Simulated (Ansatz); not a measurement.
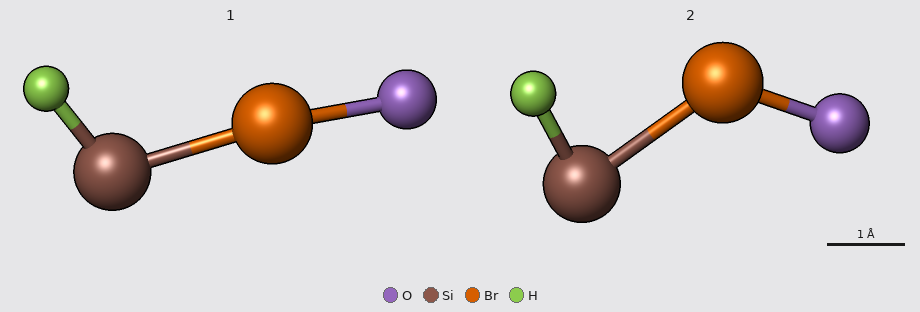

Two geometries of SiHOBr, drawn at one scale. One is the start of a relaxation, the other its converged end. Style: ball-and-stick. Shown from a free direction.

The calculation used Ansatz, RKS PBE-D4/def2-SVP. Settings: force threshold 0.03 eV/Å; at most 250 steps.

Which geometry has the lower energy?

Structure 2 is the relaxed one. It is one of the separated reactants of a reaction. After 7 accepted moves (8 points after the start) the energy has fallen by 168.5 kJ/mol. The largest force component goes from 3 to 0.016 eV/Å. The line search rejected the trial step at point 5 of the run. The Br atom moves most after the best rigid fit: 0.55 Å. Largest moves by element: Br 0.55 Å, O 0.47 Å, H 0.37 Å, Si 0.29 Å. Near-neighbour distances that change, for instance: Br–O 1.860 → 1.707 Å, Br–Si 2.179 → 2.305 Å, H–Si 1.476 → 1.557 Å. Among the angles between lasting bonds that change: O–Br–Si 156.7° → 117.5°, Br–Si–H 108.3° → 77.6°. Groups turn about Br–Si by about 50°.
